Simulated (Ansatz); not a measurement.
**C$_{3}$FGeN$_{3}$: density, localisation and related maps**

The calculation's input:

```
crystal:
  periodic: [false, false, false]
  atoms:
    - {symbol: N, position_ang: [2.550112, 0.182976, 1.478775]}
    - {symbol: C, position_ang: [1.640256, 0.127359, 0.777561]}
    - {symbol: Ge, position_ang: [0.127454, 0.032800, -0.360035]}
    - {symbol: F, position_ang: [0.656267, 0.214940, -1.970839]}
    - {symbol: C, position_ang: [-1.088538, 1.433295, 0.029366]}
    - {symbol: N, position_ang: [-1.827967, 2.278217, 0.278337]}
    - {symbol: C, position_ang: [-0.723342, -1.653055, -0.199737]}
    - {symbol: N, position_ang: [-1.242043, -2.673532, -0.089228]}
basis:
  gaussian: {orbitals: def2-TZVPP}
hamiltonian: {xc: pbe0, dispersion: d4}
output: {orbitals: {seedname: orbitals}}
```

Run with:

```sh
ansatz run in.yaml --threads 4 --pin off --events-out ev --progress --plain --max-ram 11315MiB
```

Geometry: PBE0-D4/def2-TZVP.

These are results of RKS PBE0-D4/def2-TZVPP (Ansatz), not measurements.

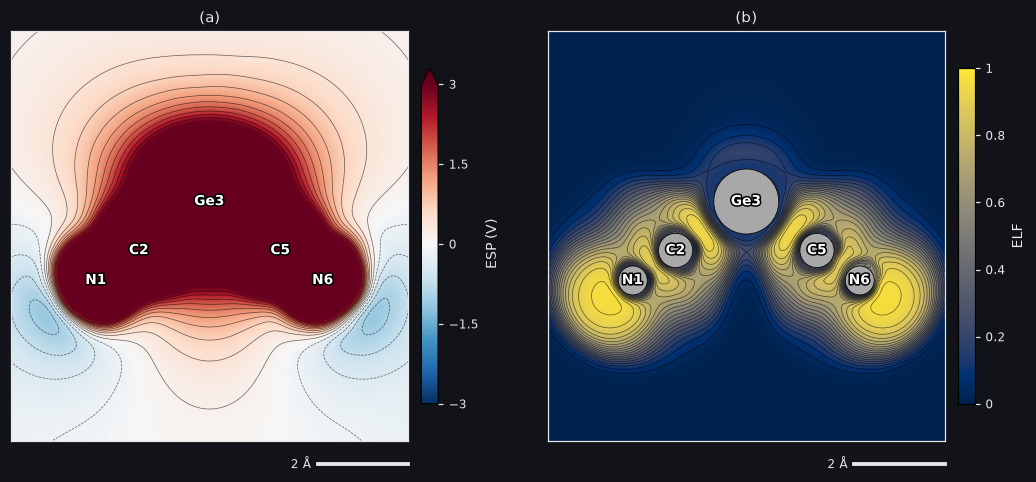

Figure 1. (a) molecular electrostatic potential; (b) electron localisation function on the plane of atoms C2, Ge3 and C5. Grey discs cover the atomic cores in the ELF map.

Q: Describe what can be read from this map.

A:
- The plane passes through N, C and Ge nuclei.
- C–N (1.15 Å): the ELF peaks at about 0.85 between the atoms (a short, multiple covalent bond).
- C–Ge (1.90 Å): the ELF peaks at about 0.95 in the valence shell of C, 0.7 Å from its nucleus, and is about 0.65 at the midpoint.
- The ELF also peaks beside N1 and N6, away from the bonds: lone-pair regions.
- Outside the dense part of the molecule the potential is most negative (−1.1 V) near N1 and N6.

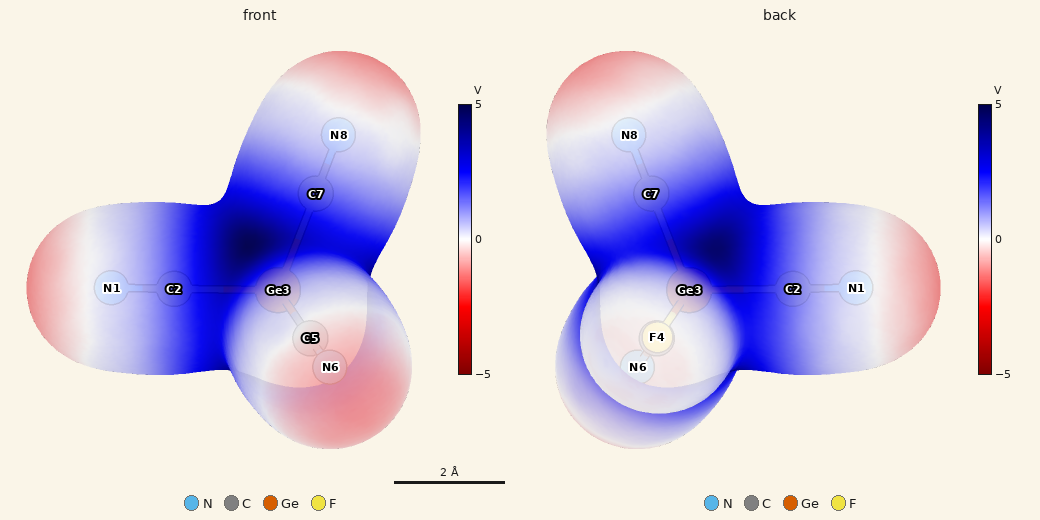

Figure 2. The electrostatic potential painted on the density surface at 0.004 e/bohr³, seen from the front and from behind; red is negative and blue positive.

Q: Which sites attract a positive test charge, and which a negative one?

A: A positive charge is drawn to the negative regions and a negative charge to the positive ones. The most negative region (about −1.1 V) lies over N1, N6 and N8, the most positive (about +4.5 V) over Ge3.

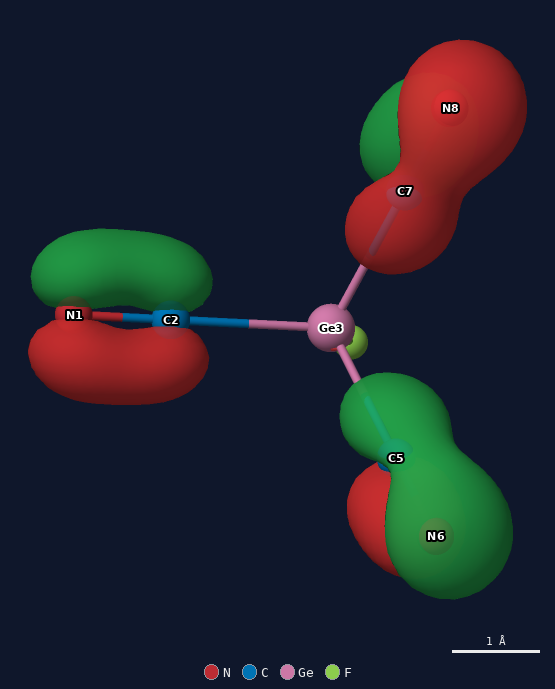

Figure 3. The HOMO−1 at ±0.15 Å⁻³ᐟ² (green and red are the two phases), seen across its widest extent.

Q: Describe this orbital and give its energy.

A: By Hirshfeld shares it lies mainly on N1 (about 20 %), N6 (about 20 %), N8 (about 20 %), C2 (about 15 %), C5 (about 15 %) and C7 (about 15 %). It is one of a degenerate set, so its orientation is arbitrary. Its energy is −11.31 eV.

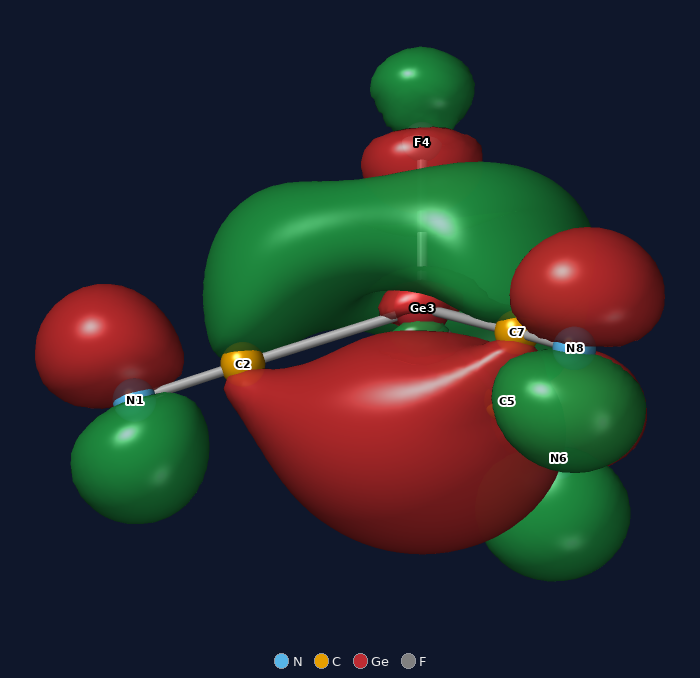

Figure 4. The LUMO at ±0.08 Å⁻³ᐟ² (green and red are the two phases), seen from one side.

Q: Describe this orbital and give its energy.

A: Its weight (Hirshfeld) is mainly on Ge3 (about 30 %), N1 (about 10 %), N6 (about 10 %), N8 (about 10 %), C2 (about 10 %), C5 (about 10 %) and C7 (about 10 %). Its energy is −3.21 eV.
